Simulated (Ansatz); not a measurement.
# F2H2N2Si: what the fields show

```xyz
7

F     0.5563    0.6540    3.1927
F    -0.9622   -0.1103    1.2493
N     1.7348    0.9285    0.5966
N     1.8104   -0.7368    0.8967
Si    0.5765    0.2024    1.6393
H     1.4938    0.9766   -0.4061
H     2.6943   -0.8422    1.4197
```

Geometry: BLYP-D3(BJ)/def2-SVP.

Computed with Ansatz 0.2.0, isolated molecule in a Gaussian basis; Kohn-Sham density functional theory, functional PBE0.

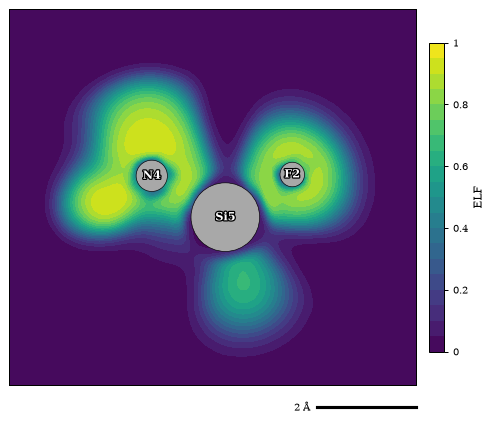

Figure 1. ELF on the plane of atoms F2, Si5 and N4. Grey discs cover the atomic cores.

Question: Read the bonding off the picture.

Answer:
- The section cuts through F, N and Si sites.
- Si–F (1.62 Å): the ELF peaks at about 0.85 in the valence shell of F, 0.6 Å from its nucleus, and is about 0.45 at the midpoint.
- Si–N (1.72 Å): the ELF peaks at about 0.85 between the atoms (a polar covalent bond).
- The ELF also peaks beside F2 and N4, away from the bonds: lone-pair regions.

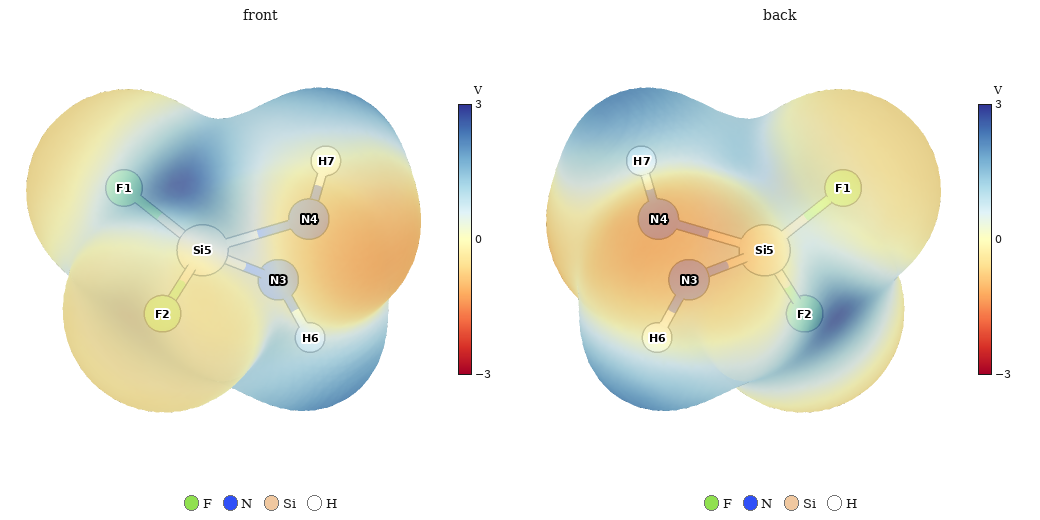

Figure 2. The electrostatic potential painted on the density surface at 0.002 e/bohr³, seen from the front and from behind; red is negative and blue positive.

Question: Describe the electrostatic potential map.

Answer: The most negative region (about −1.2 V, or −28 kcal/mol for a unit charge) lies over N3 and N4, the most positive (about +2.5 V, or +58 kcal/mol for a unit charge) over Si5.

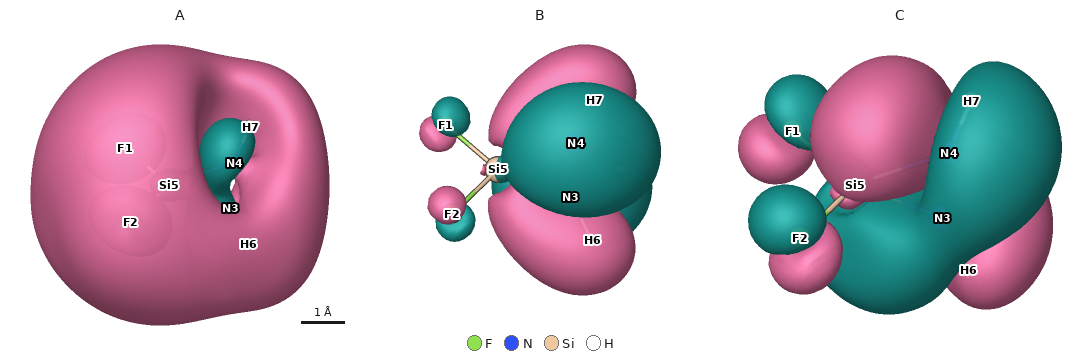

Figure 3. Three frontier orbitals at ±0.04 Å⁻³ᐟ² (teal and pink are the two phases), in no order.

Question: Order the three orbitals by energy and name them.

Answer: C is the HOMO−1 (−8.79 eV). Its weight (Hirshfeld) is mainly on N4 (about 35 %), N3 (about 35 %) and Si5 (about 15 %); largely a combination of lone pairs on N4 and N3. B is the HOMO (−8.22 eV). By Hirshfeld shares it lies mainly on N4 (about 40 %) and N3 (about 40 %); largely a combination of lone pairs on N4 and N3. A is the LUMO (−0.82 eV). It lies mainly on Si5 (about 55 %), F1 (about 10 %), F2 (about 10 %), N3 (about 10 %) and N4 (about 10 %).

Question: What is the HOMO–LUMO gap?

Answer: 7.40 eV between the orbital energies.
